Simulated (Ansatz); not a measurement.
**BHOF2 (difluorohydroxyborane): RPA@PBE/def2-SVPD**

Aim: the vertical ionisation energy of BHOF2 (difluorohydroxyborane) at RPA@PBE/def2-SVPD, from 2 runs. 

Program for the calculation: Ansatz 0.2.0.

63 further runs of the same task are left out: 63 set aside as unsound or not needed.

### Step 1. The system as given

BHOF2: 5 atoms, total charge 0, spin state singlet. As SMILES, `OB(F)F`. Geometry: relaxed at PBE0-D4/def2-TZVP.

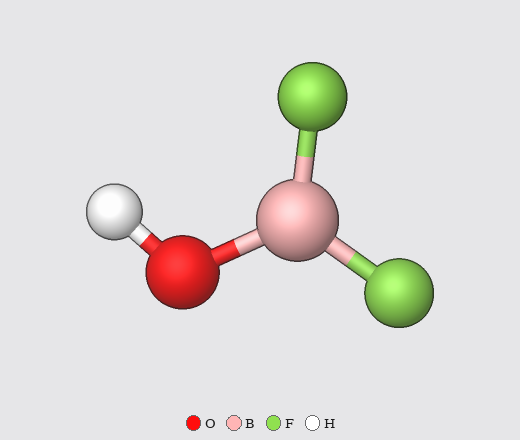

The structure, seen from a chosen angle (oxygen red, boron pink, fluorine green, hydrogen white).

### Step 2. A single-point energy at RPA@PBE/def2-SVPD

File molecule.yaml:

```yaml
crystal:
  periodic: [false, false, false]
  atoms:
    - symbol: O
      position_ang: [0.038630, 1.000750, 0.174310]
    - symbol: B
      position_ang: [0.105760, -0.342460, 0.137210]
    - symbol: F
      position_ang: [0.731030, -0.986880, 1.100700]
    - symbol: F
      position_ang: [-0.439530, -1.051930, -0.843330]
    - symbol: H
      position_ang: [-0.435890, 1.380520, -0.568880]
basis:
  gaussian:
    orbitals: def2-SVPD
correlation:
  method: rpa
  frozen_orbitals: {B: 1, F: 1, H: 0, O: 1}
hamiltonian:
  xc: pbe
accuracy: high
```

On the command line:

```console
$ ansatz run molecule.yaml --threads 1 --pin off --max-ram 3480MiB --events-out events.jsonl --progress --plain --runs-dir runs
```

What it wrote:

```text
Warning: RAYON_NUM_THREADS=1 ignored (pool sized by the plan → 1); use --threads N
Functional definition: PBE
  name "PBE"
  parameter kappa = 0.804
  parameter beta = 0.06672455060314922
  exchange = pbe_x(kappa = kappa, mu = beta*pi^2/3)
  correlation = pbe_c(beta = beta)
1902 factors; integrals over basis functions are off by at most 3.2e-9 eV
mean field evaluation 1: about -8157.6529 eV, gradient 6.4e1 eV
mean field evaluation 2: about -8157.6524 eV, gradient 6.4e1 eV
mean field evaluation 4: about -8163.7333 eV, gradient 1.5e1 eV
mean field evaluation 8: about -8164.1518 eV, gradient 2.2e-1 eV
mean field evaluation 16: about -8164.1519 eV, gradient 5.6e-7 eV
mean field -8164.15188987 eV, -300.0270480918 hartree, gradient 2.4e-8 eV, S^2 0.000000; 0 other end points of the search recorded, 0 dependent functions left out
4 core orbitals not correlated: weight in the atoms' cores, before any rotation towards them, 1.000 or more for the frozen orbitals, at most 0.000 for the correlated occupied ones
reference -8134.51642072 eV, -298.9379646883 hartree; 12, 12 occupied and 81, 81 virtual orbitals, 1902 factors
Total energy: -8160.84597350 eV, -299.9055579059 hartree
```

Run time: 8.1 s. Hardware: 1 thread of Arm Neoverse V2, shared host; peak memory 0.3 GiB.

### Step 3. The doublet cation, same level

File input.yaml:

```yaml
crystal:
  periodic: [false, false, false]
  atoms:
    - {symbol: O, position_ang: [0.038630, 1.000750, 0.174310]}
    - {symbol: B, position_ang: [0.105760, -0.342460, 0.137210]}
    - {symbol: F, position_ang: [0.731030, -0.986880, 1.100700]}
    - {symbol: F, position_ang: [-0.439530, -1.051930, -0.843330]}
    - {symbol: H, position_ang: [-0.435890, 1.380520, -0.568880]}
basis:
  gaussian: {orbitals: def2-SVPD}
total_charge: 1
magnetization: {spin_polarized: true, initial_magnetization: 1}
hamiltonian: {xc: pbe}
correlation: {method: rpa, frozen_orbitals: {B: 1, F: 1, H: 0, O: 1}}
accuracy: high
```

On the command line:

```console
$ ansatz run input.yaml --threads 1 --pin off --max-ram 3480MiB --events-out events.jsonl --progress --plain --runs-dir runs
```

What it wrote, cut to the lines that bear on the results:

```text
Warning: RAYON_NUM_THREADS=1 ignored (pool sized by the plan → 1); use --threads N
Functional definition: PBE
  name "PBE"
[...]
1902 factors; integrals over basis functions are off by at most 3.2e-9 eV
[...]
mean field -8150.67957117 eV, -299.5319495113 hartree, gradient 2.0e-8 eV, S^2 0.753381; 9 other end points of the search recorded, 0 dependent functions left out
4 core orbitals not correlated: weight in the atoms' cores, before any rotation towards them, 1.000 or more for the frozen orbitals, at most 0.000 for the correlated occupied ones
reference -8119.76503662 eV, -298.3958613215 hartree; 12, 11 occupied and 81, 82 virtual orbitals, 1902 factors
Total energy: -8147.33856409 eV, -299.4091697658 hartree
```

It took 34 s on 1 thread of Arm Neoverse V2, shared host; peak memory 0.46 GiB.

### Step 4. What came out

At RPA@PBE/def2-SVPD, 4 core orbitals frozen:

| quantity | value |
| --- | --- |
| singlet BHOF2: total energy | -299.90556 Eh |
| singlet BHOF2: RPA correlation energy (valence) | -967.6 mEh |
| doublet cation: total energy | -299.40917 Eh |
| doublet cation: RPA correlation energy (valence) | -1013.3 mEh |
| doublet cation: ⟨S²⟩ of the reference determinant | 0.753 |
| vertical ionisation energy (to the doublet cation) | 13.507 eV |

The vertical ionisation energy comes to 13.51 eV (311 kcal/mol).
